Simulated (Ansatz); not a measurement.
## Profile along the O–Mg line in MgO (rock salt)

MgO (rock salt)

```cif
data_MgO
_chemical_formula_sum 'O1 Mg1'
_space_group_name_H-M_alt 'P 1'
_space_group_IT_number 1
_cell_length_a 3.00835
_cell_length_b 3.00835
_cell_length_c 3.00835
_cell_angle_alpha 60.000
_cell_angle_beta 60.000
_cell_angle_gamma 60.000
loop_
_space_group_symop_operation_xyz
  'x, y, z'
loop_
_atom_site_label
_atom_site_type_symbol
_atom_site_fract_x
_atom_site_fract_y
_atom_site_fract_z
_atom_site_occupancy
O1 O 0.00000 0.00000 0.00000 1
Mg1 Mg 0.50000 0.50000 0.50000 1
```

Fields along a shortest O–Mg line of a {110} plane (2.13 Å), from O to Mg, interpolated on the slice's grid (step about 0.2 Å). Level of theory: PBE (plane waves to 420 eV, PAW, scalar-relativistic; Ansatz, a program for electronic structure). k mesh 13×13×13. Near the nuclei the fields are pseudised (PAW); where an atom keeps semicore shells as valence, they peak there. MgO was relaxed with its symmetry unable to fall. The PAW data are Ansatz's earlier set.

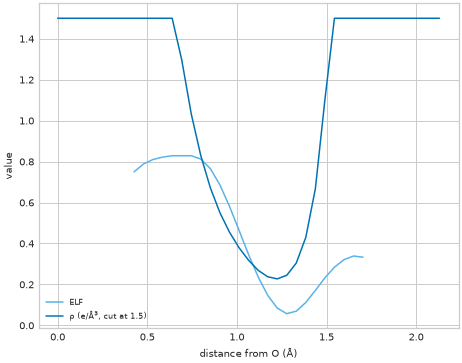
*ELF (away from the nuclei) and valence density from O to Mg.*

Density on the O–Mg line (2.13 Å) at its density minimum, 1.2 Å from O: 0.23 e/Å³. ELF at that point: 0.1. ELF maximum in the middle third of the O–Mg line: 0.83, 0.7 Å from O.
